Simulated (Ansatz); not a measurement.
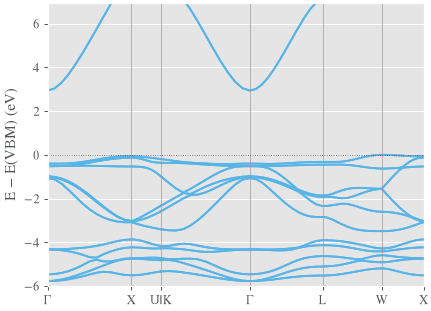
*Band structure from PBEsol with spin–orbit coupling in the plane-wave PAW code Ansatz*

Q: Read off the gap and where the band edges lie.

A: About 2.9 eV (2.94 eV by a search for the band edges); maximum at W, minimum at Γ.

The material is CdF$_{2}$ (fluorite, Fm-3m).

Symmetry was held in the PBEsol relaxation.

Potentials: the later of the program's two PAW sets.
